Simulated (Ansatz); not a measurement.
# Run report: AlHBrCl₂F, geometry relaxation

System: AlHBrCl₂F.
Method: RKS BHLYP-D4/def2-SVP (Ansatz 0.2.0).

It belongs to a series of runs on one base structure; here: end point B relaxed. Figures and captions count atoms from 1; the log counts them from 0 in places.

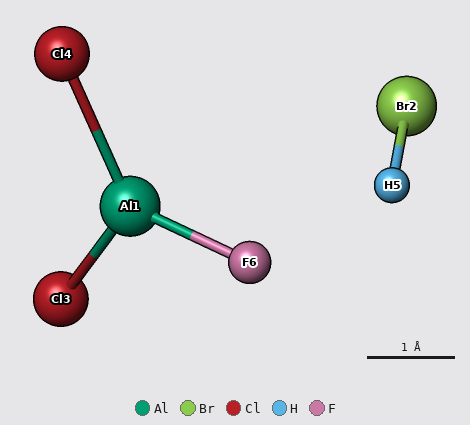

Figure 1. The input geometry (ball-and-stick view, seen at a tilt; atoms are numbered from 1 in the order of the input). Sticks mark near contacts. Bond lengths as drawn: Al–Cl 2.07 Å, Al–F 1.72 Å and Br–H 1.47 Å.

The input
```yaml
crystal:
  periodic: [false, false, false]
  atoms:
    - { symbol: Al, position_ang: [-0.684716, -0.820183, 0.135206] }
    - { symbol: Br, position_ang: [1.645131, 1.871595, -0.900392] }
    - { symbol: Cl, position_ang: [0.391174, -2.505437, -0.389991] }
    - { symbol: Cl, position_ang: [-2.447102, -0.225469, -0.76673] }
    - { symbol: H, position_ang: [1.201541, 1.561399, 0.466928] }
    - { symbol: F, position_ang: [-0.106027, 0.118094, 1.45498] }
basis:
  gaussian: { orbitals: def2-SVP }
hamiltonian:
  xc: { name: BHLYP }
  dispersion: d4
relax:
  f_tol: 0.03
  max_steps: 50
output:
  orbitals: {}
```

Run as:
```bash
ansatz run input.yaml --threads 2 --pin off --max-ram 3072MiB --backend cpu --events-out ev --progress --plain --runs-dir out
```

The program's output
```
The last accepted step is kept in [file] (removed where the run ends without a failure and the disk answers)
Engine: ansatz 0.2.0, x86_64-unknown-linux-gnu
Functional definition: BHLYP
  parameter a = 0.5
  exchange = (1 - a)*b88_x + a*exact_x
  correlation = lyp_c
1031 factors; integrals over basis functions are off by at most 2.9e-4 eV
mean field evaluation 1: about -104403.7759 eV, gradient 3.4e1 eV
mean field evaluation 2: about -104403.3192 eV, gradient 4.1e1 eV
mean field evaluation 4: about -104405.9907 eV, gradient 9.4e-1 eV
mean field evaluation 8: about -104406.0165 eV, gradient 9.9e-3 eV
mean field -104406.01650610 eV, -3836.8503376593 hartree, gradient 3.6e-5 eV, S^2 0.000000; 0 other end points of the search recorded, 0 dependent functions left out
the calculation of the forces begins
reference -104406.01668699 eV, -3836.8503443072 hartree; 46, 46 occupied and 59, 59 virtual orbitals, 1031 factors
relax step   1: F+E_penalty+E_count = -104406.27392603 eV  Δ(F+E_penalty+E_count) = +0.000e0 eV  max|allowed force component| = 1.452e0 eV/Å  Δτ_max = 0.0000 Å  (25 SCF iters, accepted)
these checks for a lower state are left out or cut short: starts, cluster_reference, orbital_swaps, neighbouring_geometries, increment
1031 factors; integrals over basis functions are off by at most 4.9e-4 eV
mean field evaluation 16: about -104406.0509 eV, gradient 5.3e0 eV
mean field -104406.13400981 eV, -3836.8546558413 hartree, gradient 1.4e-5 eV, S^2 0.000000; 0 other end points of the search recorded, 0 dependent functions left out
the calculation of the forces begins
reference -104406.13418749 eV, -3836.8546623707 hartree; 46, 46 occupied and 59, 59 virtual orbitals, 1031 factors
relax step   2: F+E_penalty+E_count = -104406.40454376 eV  Δ(F+E_penalty+E_count) = -1.306e-1 eV  max|allowed force component| = 6.576e-1 eV/Å  Δτ_max = 0.1947 Å  (30 SCF iters, accepted)
these checks for a lower state are left out or cut short: starts, cluster_reference, orbital_swaps, neighbouring_geometries, increment
1031 factors; integrals over basis functions are off by at most 4.4e-4 eV
mean field -104406.18974068 eV, -3836.8567039129 hartree, gradient 9.1e-6 eV, S^2 0.000000; 0 other end points of the search recorded, 0 dependent functions left out
the calculation of the forces begins
reference -104406.18991506 eV, -3836.8567103213 hartree; 46, 46 occupied and 59, 59 virtual orbitals, 1031 factors
relax step   3: F+E_penalty+E_count = -104406.46876583 eV  Δ(F+E_penalty+E_count) = -6.422e-2 eV  max|allowed force component| = 4.024e-1 eV/Å  Δτ_max = 0.1926 Å  (30 SCF iters, accepted)
these checks for a lower state are left out or cut short: starts, cluster_reference, orbital_swaps, neighbouring_geometries, increment
1031 factors; integrals over basis functions are off by at most 4.9e-4 eV
mean field evaluation 32: about -104406.2436 eV, gradient 2.9e-1 eV
mean field -104406.24401407 eV, -3836.8586984229 hartree, gradient 1.2e-5 eV, S^2 0.000000; 0 other end points of the search recorded, 0 dependent functions left out
the calculation of the forces begins
reference -104406.24418605 eV, -3836.8587047434 hartree; 46, 46 occupied and 59, 59 virtual orbitals, 1031 factors
relax step   4: F+E_penalty+E_count = -104406.53642877 eV  Δ(F+E_penalty+E_count) = -6.766e-2 eV  max|allowed force component| = 4.728e-1 eV/Å  Δτ_max = 0.1953 Å  (30 SCF iters, accepted)
these checks for a lower state are left out or cut short: starts, cluster_reference, orbital_swaps, neighbouring_geometries, increment
1031 factors; integrals over basis functions are off by at most 4.7e-4 eV
mean field -104406.21757050 eV, -3836.8577266400 hartree, gradient 1.1e-5 eV, S^2 0.000000; 0 other end points of the search recorded, 0 dependent functions left out
the calculation of the forces begins
reference -104406.21773935 eV, -3836.8577328451 hartree; 46, 46 occupied and 59, 59 virtual orbitals, 1031 factors
relax step   5: F+E_penalty+E_count = -104406.52480958 eV  Δ(F+E_penalty+E_count) = +1.162e-2 eV  max|allowed force component| = 4.980e-1 eV/Å  Δτ_max = 0.1954 Å  (30 SCF iters, rejected (line search))
these checks for a lower state are left out or cut short: starts, cluster_reference, orbital_swaps, neighbouring_geometries, increment
1031 factors; integrals over basis functions are off by at most 3.8e-4 eV
mean field -104406.26575488 eV, -3836.8594973830 hartree, gradient 1.5e-5 eV, S^2 0.000000; 0 other end points of the search recorded, 0 dependent functions left out
the calculation of the forces begins
reference -104406.26592558 eV, -3836.8595036564 hartree; 46, 46 occupied and 59, 59 virtual orbitals, 1031 factors
relax step   6: F+E_penalty+E_count = -104406.56444343 eV  Δ(F+E_penalty+E_count) = -2.801e-2 eV  max|allowed force component| = 3.209e-1 eV/Å  Δτ_max = 0.0952 Å  (30 SCF iters, accepted)
these checks for a lower state are left out or cut short: starts, cluster_reference, orbital_swaps, neighbouring_geometries, increment
1031 factors; integrals over basis functions are off by at most 4.0e-4 eV
mean field -104406.27908449 eV, -3836.8599872373 hartree, gradient 1.3e-5 eV, S^2 0.000000; 0 other end points of the search recorded, 0 dependent functions left out
the calculation of the forces begins
reference -104406.27925491 eV, -3836.8599935002 hartree; 46, 46 occupied and 59, 59 virtual orbitals, 1031 factors
relax step   7: F+E_penalty+E_count = -104406.58041636 eV  Δ(F+E_penalty+E_count) = -1.597e-2 eV  max|allowed force component| = 2.797e-1 eV/Å  Δτ_max = 0.0925 Å  (30 SCF iters, accepted)
these checks for a lower state are left out or cut short: starts, cluster_reference, orbital_swaps, neighbouring_geometries, increment
1031 factors; integrals over basis functions are off by at most 3.7e-4 eV
mean field evaluation 64: about -104406.2867 eV, gradient 1.1e-5 eV
mean field -104406.28672391 eV, -3836.8602679807 hartree, gradient 1.1e-5 eV, S^2 0.000000; 0 other end points of the search recorded, 0 dependent functions left out
the calculation of the forces begins
reference -104406.28689480 eV, -3836.8602742609 hartree; 46, 46 occupied and 59, 59 virtual orbitals, 1031 factors
relax step   8: F+E_penalty+E_count = -104406.58738887 eV  Δ(F+E_penalty+E_count) = -6.973e-3 eV  max|allowed force component| = 3.612e-1 eV/Å  Δτ_max = 0.0869 Å  (31 SCF iters, accepted)
these checks for a lower state are left out or cut short: starts, cluster_reference, orbital_swaps, neighbouring_geometries, increment
1031 factors; integrals over basis functions are off by at most 3.7e-4 eV
mean field -104406.28701615 eV, -3836.8602787205 hartree, gradient 1.0e-5 eV, S^2 0.000000; 0 other end points of the search recorded, 0 dependent functions left out
the calculation of the forces begins
reference -104406.28718774 eV, -3836.8602850264 hartree; 46, 46 occupied and 59, 59 virtual orbitals, 1031 factors
relax step   9: F+E_penalty+E_count = -104406.58545167 eV  Δ(F+E_penalty+E_count) = +1.937e-3 eV  max|allowed force component| = 9.937e-2 eV/Å  Δτ_max = 0.0973 Å  (30 SCF iters, rejected (line search))
these checks for a lower state are left out or cut short: starts, cluster_reference, orbital_swaps, neighbouring_geometries, increment
1031 factors; integrals over basis functions are off by at most 3.7e-4 eV
mean field -104406.29127141 eV, -3836.8604350982 hartree, gradient 1.1e-5 eV, S^2 0.000000; 0 other end points of the search recorded, 0 dependent functions left out
the calculation of the forces begins
reference -104406.29144250 eV, -3836.8604413856 hartree; 46, 46 occupied and 59, 59 virtual orbitals, 1031 factors
relax step  10: F+E_penalty+E_count = -104406.59162633 eV  Δ(F+E_penalty+E_count) = -4.237e-3 eV  max|allowed force component| = 1.938e-2 eV/Å  Δτ_max = 0.0486 Å  (31 SCF iters, accepted)
```

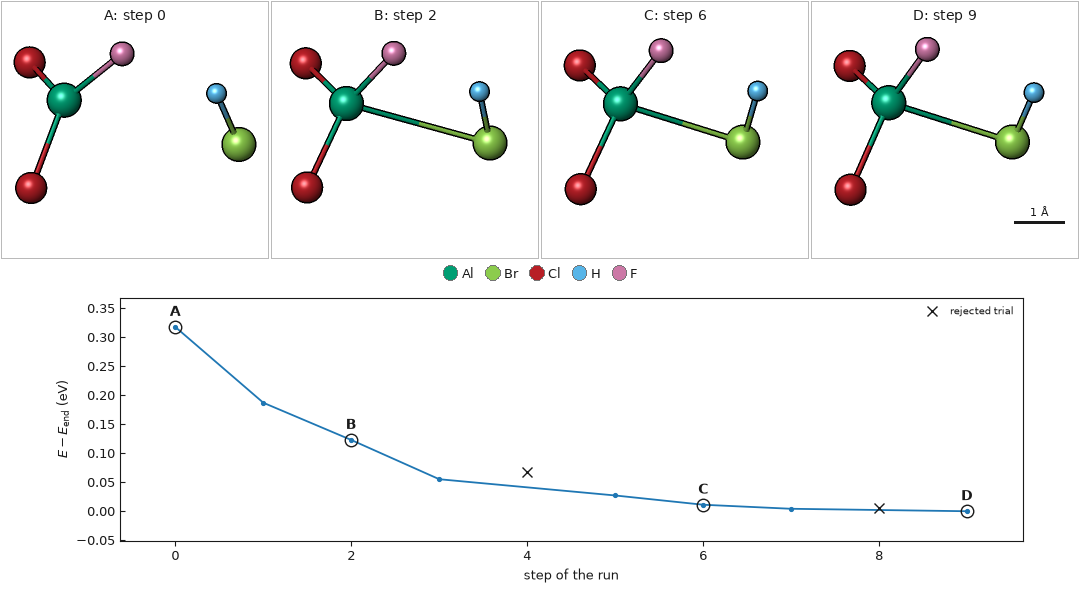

Figure 2. Frames of the relaxation (ball-and-stick view, seen at a tilt) above the curves, on which the letters mark them (the first geometry is step 0 here and step 1 in the log).

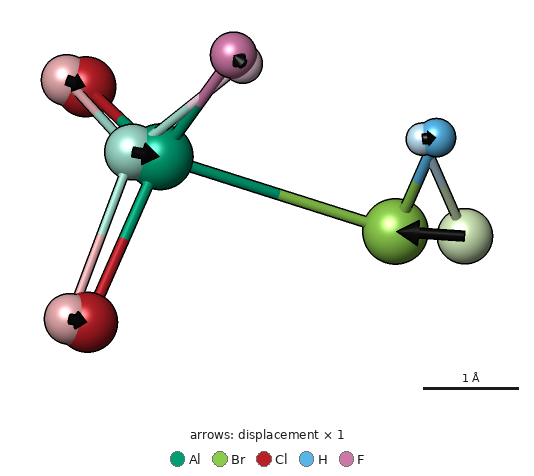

Figure 3. Start (faint) and end (solid) with the displacements as black arrows, at true length (ball-and-stick view, seen at a tilt). The two geometries are laid on each other by the best rigid fit. The largest move after the best rigid fit is that of Br2, 0.73 Å. By element the largest moves are Br 0.73 Å, Al 0.30 Å, Cl 0.22 Å, F 0.16 Å, H 0.15 Å. Among the contacts that change: Al1–Br2 3.708 → 2.706 Å, Al1–F6 1.720 → 1.657 Å, Br2–H5 1.471 → 1.422 Å, Al1–Cl3 2.067 → 2.082 Å. New bonds form: Al1–Br2 (3.71 → 2.71 Å). Among the angles that change: Cl3–Al1–Cl4 124.6° → 120.4°. After 9 geometry steps the energy has fallen by 0.318 eV. Largest force component: 1.5 eV/Å at the start, 0.019 eV/Å at the end. The line search rejected the trial steps at points 4, 8 (counted from 0) and went back. (Atoms are counted from 1 in the order of the input.)

```
1031 factors; integrals over basis functions are off by at most 3.7e-4 eV
mean field -104406.29127141 eV, -3836.8604350981 hartree, gradient 1.1e-5 eV, S^2 0.000000; 1 other end points of the search recorded, 0 dependent functions left out
the calculation of the forces begins
reference -104406.29144250 eV, -3836.8604413856 hartree; 46, 46 occupied and 59, 59 virtual orbitals, 1031 factors
Total energy: -104406.59179742 eV, -3836.8714792254 hartree
Atom 0 at    -0.493110    -0.596222     0.081665 Å, force    -0.001195    -0.004229    -0.017346 eV/Å
Atom 1 at     1.175864     1.308547    -0.872820 Å, force     0.000723    -0.000715    -0.009115 eV/Å
Atom 2 at     0.500233    -2.346413    -0.452437 Å, force    -0.016580     0.012725    -0.001392 eV/Å
Atom 3 at    -2.294359    -0.086551    -0.829894 Å, force     0.015861    -0.013513     0.003141 eV/Å
Atom 4 at     1.290421     1.678621     0.495383 Å, force     0.001981     0.003332     0.005333 eV/Å
Atom 5 at    -0.179049     0.042018     1.578105 Å, force    -0.000790     0.002399     0.019378 eV/Å
Dipole moment:     0.449038     0.537740    -0.105444 e Å
```

Trajectory as extended XYZ (Å, eV, eV/Å), 10 frames, from step=1 to step=10
```
6
Properties=species:S:1:pos:R:3:forces:R:3 step=1 energy=-104406.27393
Al   -0.6847   -0.8202    0.1352    0.7048   1.0743   1.2307
Br    1.6451    1.8716   -0.9004   -0.4924  -0.4055   1.1534
Cl    0.3912   -2.5054   -0.3900   -0.0934   0.0897   0.0350
Cl   -2.4471   -0.2255   -0.7667    0.0993  -0.0640   0.0596
H     1.2015    1.5614    0.4669    0.3432   0.2440  -1.0273
F    -0.1060    0.1181    1.4550   -0.5615  -0.9386  -1.4515
6
Properties=species:S:1:pos:R:3:forces:R:3 step=2 energy=-104406.40454
Al   -0.6187   -0.7438    0.1070    0.4298   0.6379   0.6422
Br    1.5214    1.7274   -0.8577   -0.1294  -0.1415   0.0879
Cl    0.4152   -2.4569   -0.3902    0.0040  -0.0272  -0.0013
Cl   -2.4038   -0.1913   -0.7646   -0.0256  -0.0010  -0.0064
H     1.1416    1.4925    0.4971    0.0749   0.0800  -0.0647
F    -0.0557    0.1722    1.4085   -0.3536  -0.5481  -0.6576
6
Properties=species:S:1:pos:R:3:forces:R:3 step=3 energy=-104406.46877
Al   -0.5204   -0.6315    0.0549    0.0790   0.1592   0.4024
Br    1.4017    1.5784   -0.8817   -0.2310  -0.2649   0.0936
Cl    0.4505   -2.4005   -0.3899    0.0852   0.0023  -0.0813
Cl   -2.3537   -0.1434   -0.7640   -0.0012   0.0746  -0.0952
H     1.1082    1.4533    0.5089    0.1087   0.1378   0.0286
F    -0.0862    0.1437    1.4719   -0.0407  -0.1091  -0.3481
6
Properties=species:S:1:pos:R:3:forces:R:3 step=4 energy=-104406.53643
Al   -0.4804   -0.5865    0.0318    0.0808   0.1171   0.1376
Br    1.2771    1.4281   -0.8764   -0.1673  -0.1282   0.4409
Cl    0.4763   -2.3715   -0.4046    0.0567  -0.0296  -0.0673
Cl   -2.3266   -0.1131   -0.7797   -0.0288   0.0423  -0.0817
H     1.1282    1.4864    0.5608    0.1283   0.0786  -0.4728
F    -0.0746    0.1567    1.4681   -0.0697  -0.0801   0.0433
6
Properties=species:S:1:pos:R:3:forces:R:3 step=5 energy=-104406.52481 accepted=F
Al   -0.4196   -0.5142    0.0216   -0.2720  -0.2935   0.2741
Br    1.1528    1.2774   -0.8811    0.2456   0.3593   0.3246
Cl    0.5171   -2.3155   -0.4223    0.0529  -0.0980  -0.0516
Cl   -2.2750   -0.0620   -0.7980   -0.0970   0.0248  -0.0742
H     1.1195    1.4745    0.5547    0.1019   0.0440  -0.4980
F    -0.0948    0.1398    1.5252   -0.0314  -0.0367   0.0250
6
Properties=species:S:1:pos:R:3:forces:R:3 step=6 energy=-104406.56444
Al   -0.4630   -0.5651    0.0379    0.0116   0.0443   0.1787
Br    1.2156    1.3553   -0.8767   -0.0382  -0.0012   0.2650
Cl    0.4959   -2.3520   -0.4215    0.0046   0.0226  -0.0265
Cl   -2.3066   -0.0904   -0.7985    0.0273   0.0071  -0.0247
H     1.1499    1.5118    0.5521    0.0853   0.0525  -0.3209
F    -0.0918    0.1404    1.5067   -0.0905  -0.1254  -0.0716
6
Properties=species:S:1:pos:R:3:forces:R:3 step=7 energy=-104406.58042
Al   -0.4686   -0.5704    0.0528    0.0150   0.0649   0.2753
Br    1.1819    1.3157   -0.8770    0.0369   0.0838   0.2316
Cl    0.5005   -2.3439   -0.4376    0.0101  -0.0185  -0.0204
Cl   -2.2948   -0.0843   -0.8151   -0.0163   0.0031  -0.0239
H     1.2077    1.5815    0.5332    0.0317  -0.0069  -0.2797
F    -0.1267    0.1014    1.5437   -0.0775  -0.1264  -0.1828
6
Properties=species:S:1:pos:R:3:forces:R:3 step=8 energy=-104406.58739
Al   -0.4893   -0.5912    0.0838   -0.0654  -0.1389  -0.3612
Br    1.1776    1.3121   -0.8671    0.0213   0.0165  -0.0558
Cl    0.4957   -2.3490   -0.4530   -0.0432   0.0587   0.0381
Cl   -2.2956   -0.0912   -0.8306    0.0607  -0.0246   0.0537
H     1.2617    1.6462    0.5123    0.0162   0.0214   0.0084
F    -0.1501    0.0732    1.5545    0.0104   0.0669   0.3167
6
Properties=species:S:1:pos:R:3:forces:R:3 step=9 energy=-104406.58545 accepted=F
Al   -0.4854   -0.5864    0.0821   -0.0844  -0.0980   0.0373
Br    1.1938    1.3278   -0.8874   -0.0746  -0.0752   0.0994
Cl    0.4862   -2.3489   -0.4519    0.0385   0.0409  -0.0187
Cl   -2.2946   -0.1009   -0.8272    0.0358   0.0439  -0.0190
H     1.3076    1.6974    0.4821    0.0121   0.0126  -0.0139
F    -0.2076    0.0110    1.6023    0.0726   0.0757  -0.0850
6
Properties=species:S:1:pos:R:3:forces:R:3 step=10 energy=-104406.59163
Al   -0.4931   -0.5962    0.0817   -0.0012  -0.0042  -0.0173
Br    1.1759    1.3085   -0.8728    0.0007  -0.0007  -0.0091
Cl    0.5002   -2.3464   -0.4524   -0.0166   0.0127  -0.0014
Cl   -2.2944   -0.0866   -0.8299    0.0159  -0.0135   0.0031
H     1.2904    1.6786    0.4954    0.0020   0.0033   0.0053
F    -0.1790    0.0420    1.5781   -0.0008   0.0024   0.0194
```

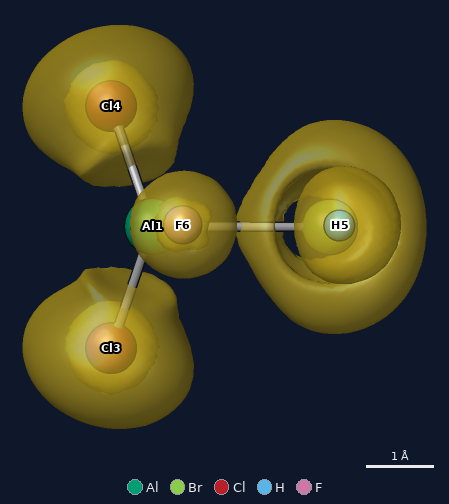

Figure 4. Isosurface of the ELF at 0.75 (yellow), seen at a tilt. Core shells and regions of very low density are left out. Values along the shortest contacts: Al–F (1.66 Å): the ELF peaks at about 0.85 in the valence shell of F, 0.5 Å from its nucleus, and is about 0.25 at the midpoint. Al–Cl (2.08 Å): the ELF peaks at about 0.90 in the valence shell of Cl, 0.9 Å from its nucleus, and is about 0.85 at the midpoint.

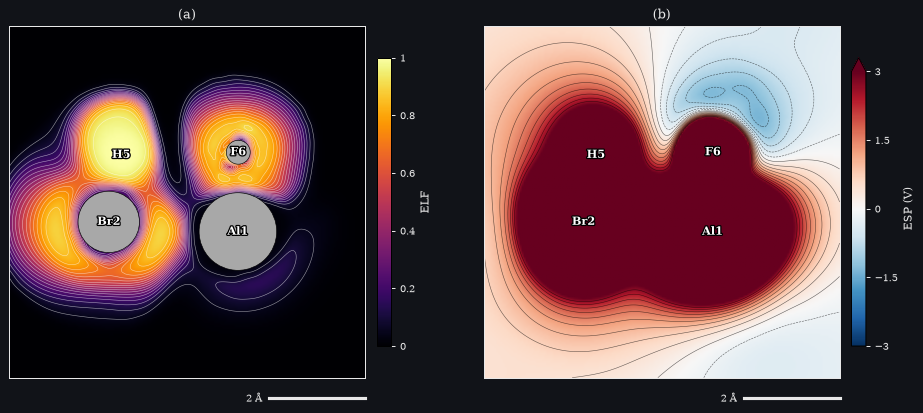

Figure 5. (a) electron localisation function; (b) electrostatic potential on the plane of atoms Al1, Br2 and H5. Grey discs, where drawn, cover atomic cores. Atoms in the plane: Al, Br, H and F. Al–F (1.66 Å): the ELF peaks at about 0.85 in the valence shell of F, 0.5 Å from its nucleus, and is about 0.25 at the midpoint. Al–Br (2.71 Å): the ELF peaks at about 0.90 in the valence shell of Br, 1.1 Å from its nucleus, and is about 0.80 at the midpoint (a largely ionic contact). Br–H (1.42 Å): the ELF climbs to about 1 towards the hydrogen, as it does in any bond to H.

Summary

- outcome: converged
- total energy: −104406.5918 eV
- mean-field energy: −104406.2914 eV
- largest force (length of the vector) at the end: 0.021 eV/Å
- hardware: 2 threads of AMD EPYC (Zen 3), 16 GiB of memory available, shared host
- wall time: 26 s (CPU time 49 s)
- peak memory: 0.28 GiB
